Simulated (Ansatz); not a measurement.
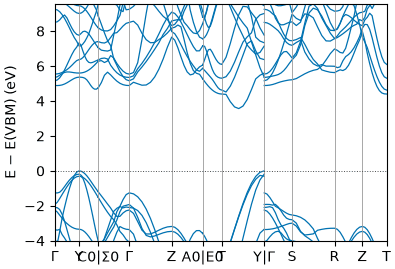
*Band structure from plane-wave PAW r²SCAN (Ansatz code)*

Q: Read off the gap and where the band edges lie.

A: About 3.6 eV (3.56 eV by a search for the band edges); maximum at Y, minimum on the T–Y line, 39 % of the way from T.

The material is C in space group Cmmm (No. 65; C on 8p, C on 8q).

The start of the workflow was typed in or built on a structure type; the Crystallography Open Database copy checked does not list it. It is not the phase usual at ambient conditions (space group No. 194, 227). The cell was relaxed with r²SCAN under the symmetry of its start; its stability against distortions is not shown here.

Potentials: the earlier of the program's two PAW sets.
